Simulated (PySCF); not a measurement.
SMILES Cc1c[c]cc(C)c1, doublet at its GFN2-xTB optimised geometry (Å):

```
17

C     -2.5464     0.4172    -0.0103
C     -1.0483     0.4690     0.0002
C     -0.3983     1.7099     0.0000
C      0.9617     1.7099     0.0000
C      1.7489     0.5970    -0.0003
C      1.1121    -0.6460    -0.0008
C      1.9111    -1.9145     0.0149
C     -0.2773    -0.6823    -0.0002
H     -2.9563     1.0376     0.7853
H     -2.9301     0.7937    -0.9585
H     -2.8995    -0.6024     0.1242
H     -0.9759     2.6223     0.0000
H      2.8271     0.6568    -0.0008
H      1.5184    -2.6223    -0.7133
H      2.9563    -1.7210    -0.2126
H      1.8547    -2.3800     0.9995
H     -0.7707    -1.6450    -0.0003
```

Calculation: unrestricted CAM-B3LYP/def2-SVP run with PySCF. Cells within 0.4 Å of a nucleus heavier than hydrogen are left out (blank, or x).

Map of the HOMO−1 amplitude (α) (bohr^(-3/2)), clipped to [-0.25, 0.25] on the plane z = 0.0 Å; orbital energy -8.19 eV, overall sign arbitrary:

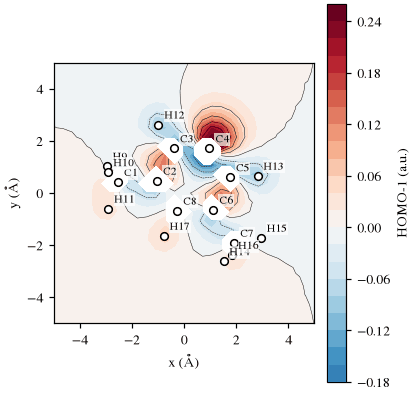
Figure. HOMO−1 amplitude (α) (bohr^(-3/2)), clipped to [-0.25, 0.25] on the plane z = 0.0 Å.
